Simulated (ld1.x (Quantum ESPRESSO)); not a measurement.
**A PAW potential for Cu, from input to tests**

Aim: build the potential from the settings below, then test how well it stands in for the atom: other configurations, scattering, ghost states and the plane-wave cutoff that it needs.

Program: ld1.x (Quantum ESPRESSO) 7.5. Reference atom: PBEsol, scalar-relativistic, spherical and spin-unpolarised. All values are calculated.

## 1. Starting point

The settings as typed:

- element: copper (Cu, Z = 29)
- type: PAW
- frozen core: [Ne]
- valence charge: 19
- reference configuration: 3s2 3p6 3d10 4s0.5 4p0 (charge +0.5)
- partial waves: 3s (bound): rcut 1.25, rcutus 1.45 bohr; 4s (bound): rcut 1.25, rcutus 1.45 bohr; 3p (bound): rcut 1.05, rcutus 1.25 bohr; 4p (bound, empty): rcut 1.05, rcutus 1.25 bohr; 3d (bound): rcut 0.85, rcutus 0.90 bohr; 3d channel at 0.85 Ry: rcut 0.85, rcutus 0.90 bohr
- local potential: all-electron potential smoothed inside 1.20 bohr (lloc = -2)
- core correction: Bessel-smoothed model core inside 0.65 bohr
- augmentation charge: PSQ, inside the norm-conserving radii

## 2. Generation

Contents of Cu.in:

```
 &input
   title='Cu', zed=29., rel=1, dft='PBESOL', iswitch=3,
   config='[Ar] 3d10 4s0.5 4p0',
   nld=3, rlderiv=1.60, eminld=-11.0, emaxld=5.0, deld=0.04
 /
 &inputp
   pseudotype=3, lpaw=.true., tm=.true., lloc=-2, rcloc=1.20,
   nlcc=.true., new_core_ps=.true., rcore=0.65,
   which_augfun='PSQ', rmatch_augfun_nc=.true.,
   file_pseudopw='Cu.UPF', file_wfcaegen='ae.wfc', file_wfcncgen='nc.wfc', file_beta='beta', file_chi='chi', file_wfcusgen='us.wfc'
 /
6
3S  1  0   2.00   0.00  1.25  1.45  0.0
4S  2  0   0.50   0.00  1.25  1.45  0.0
3P  2  1   6.00   0.00  1.05  1.25  0.0
4P  3  1   0.00   0.00  1.05  1.25  0.0
3D  3  2  10.00   0.00  0.85  0.90  0.0
3D  3  2   0.00   0.85  0.85  0.90  0.0
 &test
   configts(1)='3s2 3p6 3d10 4s0.5 4p0'
 /
```

Started as:

```sh
ld1.x < Cu.in > Cu.out
```

The output, Cu.out (without the banner and most projector matrices):

```text
     Program LD1 v.7.5
     --------------------------- All-electron run ----------------------------

     Cu
     scalar relativistic calculation

     atomic number is 29.00
     dft =PBESOL   lsd =0 sic =0 latt =0  beta=0.20 tr2=1.0E-14
     Exchange-correlation= PBESOL
                           (   1   4  10   8   0   0   0)
     mesh =1199 r(mesh) = 100.25372 a.u. xmin = -7.00 dx = 0.01250
     1 Ry =  13.60569312 eV, c = 137.03599908

     n l     nl                  e(Ry)          e(Ha)          e(eV)
     1 0     1S 1( 2.00)      -650.2462      -325.1231     -8847.0508
     2 0     2S 1( 2.00)       -78.3056       -39.1528     -1065.4021
     2 1     2P 1( 6.00)       -67.6474       -33.8237      -920.3892
     3 0     3S 1( 2.00)        -8.7079        -4.3539      -118.4764
     3 1     3P 1( 6.00)        -5.5923        -2.7962       -76.0875
     3 2     3D 1(10.00)        -0.6721        -0.3360        -9.1439
     4 0     4S 1( 0.50)        -0.5925        -0.2962        -8.0609
     4 1     4P 1( 0.00)        -0.2445        -0.1222        -3.3262

     final scf error:  4.5E-15 reached in  26 iterations

     Etot =   -3306.750637 Ry,   -1653.375319 Ha,  -44990.634404 eV

     Ekin =    3355.593526 Ry,    1677.796763 Ha,   45655.175758 eV
     Encl =   -7957.022143 Ry,   -3978.511071 Ha, -108260.801447 eV
     Eh   =    1426.833347 Ry,     713.416674 Ha,   19413.056661 eV
     Exc  =    -132.155368 Ry,     -66.077684 Ha,   -1798.065376 eV

     normalization and overlap integrals

     s(1S/1S) =  1.000000  <r> =   0.0522  <r2> =    0.0037  r(max) =   0.0341
     s(2S/2S) =  1.000000  <r> =   0.2354  <r2> =    0.0654  r(max) =   0.1960
     s(2P/2P) =  1.000000  <r> =   0.2065  <r2> =    0.0523  r(max) =   0.1585
     s(3S/3S) =  1.000000  <r> =   0.7129  <r2> =    0.5881  r(max) =   0.6112
     s(3P/3P) =  1.000000  <r> =   0.7505  <r2> =    0.6672  r(max) =   0.6189
     s(3D/3D) =  1.000000  <r> =   1.0302  <r2> =    1.4902  r(max) =   0.6036
     s(4S/4S) =  1.000000  <r> =   2.7298  <r2> =    8.6908  r(max) =   2.1874
     s(4P/4P) =  1.000000  <r> =   3.9720  <r2> =   18.7868  r(max) =   3.0655

     ------------------------ End of All-electron run ------------------------

     --------------------- Generating PAW atomic setup --------------------

      Generating local potential from pseudized AE potential:
      Matching radius rcloc =   1.2000
      Enforcing V''(0)=0 (lloc=-2)

      Local pseudo, rcloc= 1.200 Estimated cut-off energy=    22.27 Ry

      Computing core charge for nlcc:

       r > 0.65 : true rho core
      Core charge pseudized with two Bessel functions
      Integrated core pseudo-charge :   0.76
      Wfc-us  3S rcutus= 1.466  Estimated cut-off energy=    26.37 Ry
      Wfc-us  4S rcutus= 1.466  Estimated cut-off energy=    54.43 Ry
      Wfc-us  3P rcutus= 1.262  Estimated cut-off energy=    52.95 Ry
      Wfc-us  4P rcutus= 1.262  Estimated cut-off energy=    99.12 Ry
      Wfc-us  3D rcutus= 0.889  Estimated cut-off energy=   143.39 Ry
      Wfc-us  3D rcutus= 0.889  Estimated cut-off energy=   149.68 Ry

     Required augmentation: PSQ   radius:    1.450000

     Q pseudized with Bessel functions
     Expected ecutrho=     599.8691 due to l1=  2   l2=  2

     Estimated PAW energy = -483.639626 Ryd

     The PAW screened D coefficients
    -4.75287     0.93051     0.00000     0.00000     0.00000     0.00000
     0.93051    -0.17623     0.00000     0.00000     0.00000     0.00000
     0.00000     0.00000    -5.62806    -0.89862     0.00000     0.00000
     0.00000     0.00000    -0.89862    -0.55133     0.00000     0.00000
     0.00000     0.00000     0.00000     0.00000    -5.94002    -4.13185
     0.00000     0.00000     0.00000     0.00000    -4.13185    -2.87102

     The PAW descreened D coefficients (US)
    -0.89982    -1.34554     0.00000     0.00000     0.00000     0.00000
    -1.34554    -3.00309     0.00000     0.00000     0.00000     0.00000
     0.00000     0.00000    -1.80751    -1.15696     0.00000     0.00000
     0.00000     0.00000    -1.15696    -0.98590     0.00000     0.00000
     0.00000     0.00000     0.00000     0.00000    -3.79047    -2.53704
     0.00000     0.00000     0.00000     0.00000    -2.53704    -1.68385

     ------------------- End of pseudopotential generation -------------------

     [... the all-electron block is printed once more ...]


     Computing logarithmic derivative in   1.59038
     Computing logarithmic derivative in   1.59038
     Computing the partial wave expansion
     R is outside the sphere for l=    0 j= 0.00
     R is outside the sphere for l=    0 j= 0.00
     R is outside the sphere for l=    1 j= 0.00
     R is outside the sphere for l=    1 j= 0.00
     R is outside the sphere for l=    2 j= 0.00
     R is outside the sphere for l=    2 j= 0.00

     ---------------------- Testing the pseudopotential ----------------------

     Cu
     scalar relativistic calculation

     atomic number is 29.00   valence charge is 19.00
     dft = SLA  PW   PSX  PSC   lsd =0 sic =0 latt =0  beta=0.20 tr2=1.0E-14
     mesh =1199 r(mesh) = 100.25372 xmin = -7.00 dx = 0.01250

     n l     nl             e AE (Ry)        e PS (Ry)    De AE-PS (Ry)
     1 0     3S   1( 2.00)       -8.70785       -8.70786        0.00000
     2 1     3P   1( 6.00)       -5.59233       -5.59233        0.00001
     3 2     3D   1(10.00)       -0.67206       -0.67208        0.00001
     2 0     4S   1( 0.50)       -0.59247       -0.59247        0.00000
     3 1     4P   1( 0.00)       -0.24447       -0.24448        0.00000

     eps = 5.6E-16  iter =  7

     Etot =   -3306.750637 Ry,   -1653.375319 Ha,  -44990.634404 eV
     Etotps =  -483.639656 Ry,    -241.819828 Ha,   -6580.252735 eV

     Ekin =     438.267604 Ry,     219.133802 Ha,    5962.934519 eV
     Encl =   -1137.344858 Ry,    -568.672429 Ha,  -15474.365111 eV
     Ehrt =     347.592974 Ry,     173.796487 Ha,    4729.243335 eV
     Ecxc =    -132.155375 Ry,     -66.077688 Ha,   -1798.065479 eV
     (Ecc =      -1.470883 Ry,      -0.735442 Ha,     -20.012388 eV)

     ---------------------- End of pseudopotential test ----------------------
```

It took 1.1 s on 1 thread of Neoverse-V2, shared host. This counts the later configuration tests of the new file too.

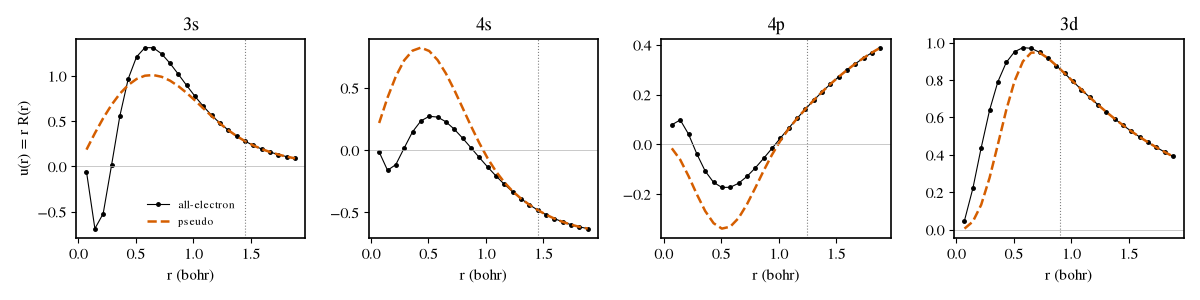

All-electron and pseudo partial waves (3s, 4s, 4p, 3d), with the matching radii dotted. The curves join 26 sampled radii, too few to resolve the innermost nodes.

## 3. Configuration tests

Contents of Cu.test.in:

```
 &input
   title='Cu', zed=29., rel=1, dft='PBESOL', iswitch=2,
   config='[Ar] 3d10 4s0.5 4p0'
 /
 &test
   file_pseudo='Cu.UPF', nconf=8,
   configts(1)='3s2 3p6 3d10 4s0.5 4p0',
   configts(2)='3s2 3p6 3d10 4s1 4p0',
   configts(3)='3s2 3p6 3d10 4s0 4p0',
   configts(4)='3s2 3p6 3d9 4s0 4p0',
   configts(5)='3s2 3p6 3d9 4s2 4p0',
   configts(6)='3s1 3p6 3d10 4s1 4p0',
   configts(7)='3s2 3p5 3d10 4s1 4p0',
   configts(8)='3s2 3p6 3d9 4s1 4p0'
 /
```

Started as:

```sh
ld1.x < Cu.test.in > Cu.test.out
```

Cu.test.out, the pseudopotential blocks:

```text
     ---------------------- Testing the pseudopotential ----------------------

     Cu
     scalar relativistic calculation

     atomic number is 29.00   valence charge is 19.00
     dft =SLA  PW   PSX  PSC   lsd =0 sic =0 latt =0  beta=0.20 tr2=1.0E-14
     mesh =1199 r(mesh) = 100.25372 xmin = -7.00 dx = 0.01250

     n l     nl             e AE (Ry)        e PS (Ry)    De AE-PS (Ry)
     1 0     3S   1( 2.00)       -8.70785       -8.70786        0.00000
     2 1     3P   1( 6.00)       -5.59233       -5.59233        0.00001
     3 2     3D   1(10.00)       -0.67206       -0.67208        0.00001
     2 0     4S   1( 0.50)       -0.59247       -0.59247        0.00000
     3 1     4P   1( 0.00)       -0.24447       -0.24448        0.00000

     eps = 1.2E-15  iter =  7

     Etot =   -3306.750637 Ry,   -1653.375319 Ha,  -44990.634404 eV
     Etotps =  -483.639655 Ry,    -241.819828 Ha,   -6580.252730 eV

     Ekin =     438.267604 Ry,     219.133802 Ha,    5962.934526 eV
     Encl =   -1137.344858 Ry,    -568.672429 Ha,  -15474.365112 eV
     Ehrt =     347.592974 Ry,     173.796487 Ha,    4729.243333 eV
     Ecxc =    -132.155375 Ry,     -66.077688 Ha,   -1798.065478 eV
     (Ecc =      -1.470883 Ry,      -0.735442 Ha,     -20.012388 eV)

     ---------------------- End of pseudopotential test ----------------------

     ---------------------- Testing the pseudopotential ----------------------

     Cu
     scalar relativistic calculation

     atomic number is 29.00   valence charge is 19.00
     dft =SLA  PW   PSX  PSC   lsd =0 sic =0 latt =0  beta=0.20 tr2=1.0E-14
     mesh =1199 r(mesh) = 100.25372 xmin = -7.00 dx = 0.01250

     n l     nl             e AE (Ry)        e PS (Ry)    De AE-PS (Ry)
     1 0     3S   1( 2.00)       -8.40851       -8.40855        0.00004
     2 1     3P   1( 6.00)       -5.29178       -5.29181        0.00003
     3 2     3D   1(10.00)       -0.37181       -0.37186        0.00005
     2 0     4S   1( 1.00)       -0.33866       -0.33868        0.00002
     3 1     4P   1( 0.00)       -0.04672       -0.04676        0.00004

     eps = 4.4E-15  iter = 13

     Etot =   -3306.982469 Ry,   -1653.491235 Ha,  -44993.788637 eV
     Etotps =  -483.871522 Ry,    -241.935761 Ha,   -6583.407444 eV
     dEtot_ae =      -0.231832 Ry
     dEtot_ps =      -0.231867 Ry,   Delta E=       0.000035 Ry

     Ekin =     438.512695 Ry,     219.256348 Ha,    5966.269165 eV
     Encl =   -1143.315983 Ry,    -571.657992 Ha,  -15555.606411 eV
     Ehrt =     353.233266 Ry,     176.616633 Ha,    4805.983421 eV
     Ecxc =    -132.301501 Ry,     -66.150750 Ha,   -1800.053619 eV
     (Ecc =      -1.470883 Ry,      -0.735442 Ha,     -20.012388 eV)

     ---------------------- End of pseudopotential test ----------------------

     ---------------------- Testing the pseudopotential ----------------------

     Cu
     scalar relativistic calculation

     atomic number is 29.00   valence charge is 19.00
     dft =SLA  PW   PSX  PSC   lsd =0 sic =0 latt =0  beta=0.20 tr2=1.0E-14
     mesh =1199 r(mesh) = 100.25372 xmin = -7.00 dx = 0.01250

     n l     nl             e AE (Ry)        e PS (Ry)    De AE-PS (Ry)
     1 0     3S   1( 2.00)       -9.03905       -9.03907        0.00002
     2 1     3P   1( 6.00)       -5.92482       -5.92484        0.00002
     3 2     3D   1(10.00)       -1.00265       -1.00267        0.00001
     2 0     4S   1( 0.00)       -0.86543       -0.86544        0.00001
     3 1     4P   1( 0.00)       -0.46986       -0.46985       -0.00000

     eps = 8.0E-16  iter = 10

     Etot =   -3306.386894 Ry,   -1653.193447 Ha,  -44985.685430 eV
     Etotps =  -483.275870 Ry,    -241.637935 Ha,   -6575.303186 eV
     dEtot_ae =       0.363743 Ry
     dEtot_ps =       0.363785 Ry,   Delta E=      -0.000042 Ry

     Ekin =     437.884170 Ry,     218.942085 Ha,    5957.717635 eV
     Encl =   -1130.670232 Ry,    -565.335116 Ha,  -15383.552204 eV
     Ehrt =     341.514372 Ry,     170.757186 Ha,    4646.539742 eV
     Ecxc =    -132.004180 Ry,     -66.002090 Ha,   -1796.008358 eV
     (Ecc =      -1.470883 Ry,      -0.735442 Ha,     -20.012388 eV)

     ---------------------- End of pseudopotential test ----------------------

     ---------------------- Testing the pseudopotential ----------------------

     Cu
     scalar relativistic calculation

     atomic number is 29.00   valence charge is 19.00
     dft =SLA  PW   PSX  PSC   lsd =0 sic =0 latt =0  beta=0.20 tr2=1.0E-14
     mesh =1199 r(mesh) = 100.25372 xmin = -7.00 dx = 0.01250

     n l     nl             e AE (Ry)        e PS (Ry)    De AE-PS (Ry)
     1 0     3S   1( 2.00)      -10.28562      -10.28553       -0.00009
     2 1     3P   1( 6.00)       -7.16131       -7.16123       -0.00008
     3 2     3D   1( 9.00)       -2.17590       -2.17587       -0.00003
     2 0     4S   1( 0.00)       -1.62772       -1.62781        0.00009
     3 1     4P   1( 0.00)       -1.11166       -1.11170        0.00003

     eps = 6.2E-16  iter =  9

     Etot =   -3304.820424 Ry,   -1652.410212 Ha,  -44964.372515 eV
     Etotps =  -481.709306 Ry,    -240.854653 Ha,   -6553.988991 eV
     dEtot_ae =       1.930213 Ry
     dEtot_ps =       1.930349 Ry,   Delta E=      -0.000136 Ry

     Ekin =     436.551838 Ry,     218.275919 Ha,    5939.590346 eV
     Encl =   -1107.416733 Ry,    -553.708366 Ha,  -15067.172222 eV
     Ehrt =     320.147560 Ry,     160.073780 Ha,    4355.829455 eV
     Ecxc =    -130.991972 Ry,     -65.495986 Ha,   -1782.236571 eV
     (Ecc =      -1.470883 Ry,      -0.735442 Ha,     -20.012388 eV)

     ---------------------- End of pseudopotential test ----------------------
```

4 tests gave no usable energy difference (3s2 3p6 3d9 4s2 4p0; 3s1 3p6 3d10 4s1 4p0; 3s2 3p5 3d10 4s1 4p0; 3s2 3p6 3d9 4s1 4p0); the test run stopped with "negative rho".

The tests as a table, with energies relative to 3s2 3p6 3d10 4s0.5 4p0.

| valence configuration | charge | ΔE all-electron (eV) | error AE − PS (meV) |
| --- | --- | --- | --- |
| 3s2 3p6 3d10 4s1 4p0 | 0 | -3.154 | +0.5 |
| 3s2 3p6 3d10 4s0 4p0 | +1 | 4.949 | -0.6 |
| 3s2 3p6 3d9 4s0 4p0 | +2 | 26.262 | -1.9 |

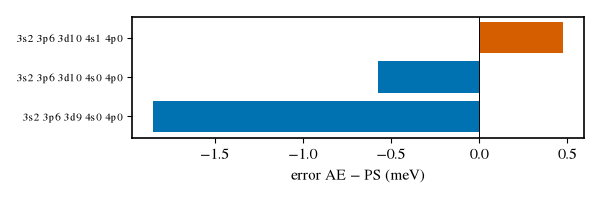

Error of the potential in each test configuration.

## 4. Logarithmic derivatives

Taken from the files of the generation run. The phase is arctan(r·u′/u) with u = r·R, unwrapped, with energies in Ry. A pole is an energy at which the radial function vanishes at the test radius. The pseudo phase is shifted by a multiple of π to meet the all-electron one at the reference energy. Levels narrower than the energy grid can be missing from the poles. The last column is the largest difference on the grid between −1 and +1 Ry.

| channel | radius (bohr) | reference (Ry) | poles AE | poles PS | window around the reference with phases within 0.05 rad (Ry) | largest difference near zero (rad) |
| --- | --- | --- | --- | --- | --- | --- |
| s | 1.59 | -0.59 | -8.50 | -8.50 | the whole range | 0.002 |
| p | 1.59 | -0.24 | -5.25 | -5.25 | the whole range | 0.000 |
| d | 1.59 | -0.67 | 0.13 | 0.13 | the whole range | 0.000 |

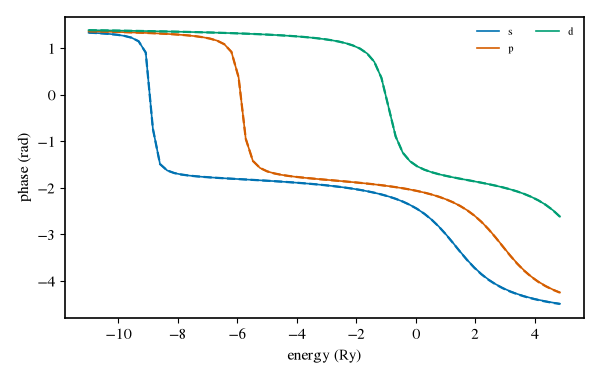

All-electron (solid) and pseudo (dashed) phases against energy.

## 5. Plane-wave convergence, by spherical Bessel functions

A separate test, outside the generator: the pseudo-atom's Hamiltonian at the reference potential is diagonalised in spherical Bessel functions j_l(qr) that vanish at 20 bohr, with q² up to the cutoff.

All-electron valence levels (Ry): 3s -8.7079, 4s -0.5925, 3p -5.5923, 4p -0.2445, 3d -0.6721. The lowest levels of each channel (Ry) by cutoff; the last column sums, over occupied levels, occupation times the distance from the level at 400 Ry. A positive value at high cutoff is not a bound level.

```
cutoff (Ry)     s #1     s #2     p #1     p #2     d #1    f #1  Σ f·Δε (mRy)
          8  -8.2465  -0.4198  -3.0434  -0.1550  -0.0327  0.0369       22697.0
         25  -8.7041  -0.5181  -5.4381  -0.2137  -0.0347  0.0369        7344.4
         50  -8.7078  -0.5917  -5.5903  -0.2299  -0.0631  0.0369        6103.6
        100  -8.7079  -0.5924  -5.5922  -0.2442  -0.6347  0.0369         375.2
        180  -8.7079  -0.5925  -5.5923  -0.2445  -0.6711  0.0369          10.0
        200  -8.7079  -0.5925  -5.5923  -0.2445  -0.6716  0.0369           4.8
        300  -8.7079  -0.5925  -5.5923  -0.2445  -0.6721  0.0369           0.7
        400  -8.7079  -0.5925  -5.5923  -0.2445  -0.6721  0.0369           0.0
```

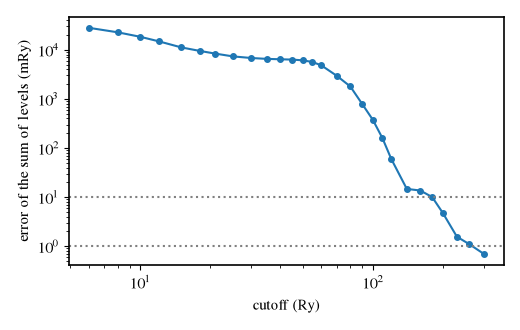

Occupation-weighted error of the valence levels against the cutoff; the dotted lines mark 10 and 1 mRy.

The sum stays within 10 mRy from 200 Ry and within 1 mRy from 300 Ry. The sum leaves out empty levels, which can need more. Ghost test: no level below the all-electron spectrum of its channel (s, p, d, f tested).

## 6. Summary of results

| quantity | value |
| --- | --- |
| cutoffs for 10 and 1 mRy, occupied levels | 200 Ry and 300 Ry |
| bound ghosts | none found |
| largest test error (AE − PS) | -1.9 meV, for 3s2 3p6 3d9 4s0 4p0 (4 tests unsolved) |
| largest phase difference near zero energy, channels read | 0.002 rad |
| lowest eigenvalue of the overlap (Bessel basis) | 0.089 (s) |
| density cutoff estimated by the generator | 600 Ry |

What this shows: By total energies transferability is very good where solved: the largest error is 1.9 meV on 26.3 eV, for 3s2 3p6 3d9 4s0 4p0. The test run broke off, so later configurations gave nothing; the verdict rests on few tests. By its cutoff, 200 Ry for the looser tolerance, it is very hard. The slowest occupied level is 3d: taken alone it needs 180 Ry to come within 1 mRy, against 60 Ry for 3p. It is free of bound ghosts as far as tested. Near zero energy the phases of the channels with partial waves agree within 0.002 rad. All of this concerns the isolated atom, not yet a solid.
